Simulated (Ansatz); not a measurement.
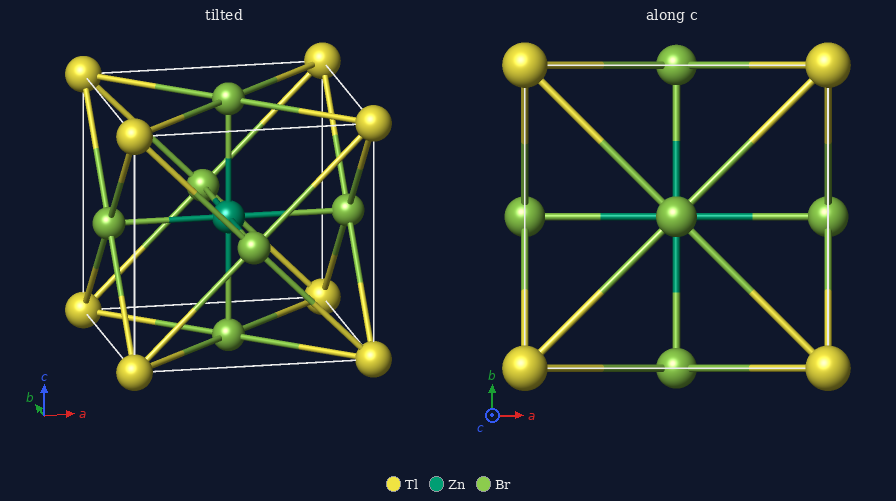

Structure drawing (ball-and-stick), viewed slightly off an axis and along the c axis. Atoms at the boundary of the conventional unit cell (the box) are drawn once for each face, edge or corner they touch.

TlZnBr$_{3}$, cubic perovskite, space group Pm-3m (No. 221), a = 5.226 Å, b = 5.226 Å, c = 5.226 Å, α = 90.00°, β = 90.00°, γ = 90.00°. Provenance: a structure type filled with these elements by a generator (whether the compound takes this form wasn't checked). The cell was then strained or its atoms displaced on purpose. It was the input of a calculation with Ansatz.

This one geometry was computed with Ansatz (DFT, plane waves, PAW) at three levels of theory: PBE, r2SCAN and HSE06. It was relaxed with r2SCAN and then strained.

> How does the band gap change with the level of theory?

PBE: a gap of 0.26 eV, indirect; r2SCAN: a gap of 0.84 eV, indirect; HSE06: a gap of 1.45 eV, indirect.

> Collect the results in a table.

| level | cutoff (eV) | k-mesh of the run's cell | gap (eV) | pressure (GPa) |
| --- | --- | --- | --- | --- |
| PBE | 420 | 6×6×6 | 0.26 | 0.8 |
| r2SCAN | 500 | 6×6×6 | 0.84 | -0.5 |
| HSE06 | 420 | 4×4×4 | 1.45 | 0.2 |

Gaps are taken on the k-mesh or band path of each run.
